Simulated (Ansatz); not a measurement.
fcc Yb, treated with PBE-D3(BJ) (PAW; Ansatz, a quantum-chemistry and plane-wave program).

Numerical settings: plane-wave cutoff 520 eV, 18×18×18 k mesh, Fermi–Dirac smearing 0.05 eV, no spin polarisation, scalar-relativistic PAW data made under PBE.

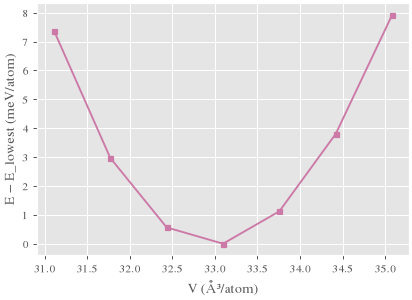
Fig. 1. Total energy against volume

From the curve, estimate the equilibrium volume and the bulk modulus.

V0 ≈ 33.0 Å³/atom and B0 ≈ 21 GPa; the fit gives V0 = 32.978 Å³/atom, B0 = 20.7 GPa, B′ = 3.2.

Measured, for comparison: bulk modulus 16.3 GPa (temperature not stated, not corrected to a static lattice; as tabulated in doi:10.1007/BF02743909 (ytterbium under pressure), abstract); equilibrium volume per atom 41.24 Å³/atom (293 K, not corrected to a static lattice; as tabulated in Wikipedia's data pages). Computed (rounded) less measured: bulk modulus +27 %, equilibrium volume per atom -20.0 %.

Spin–orbit coupling is not included.

Computed values are for the static lattice.

The result took roughly 80 core-seconds.
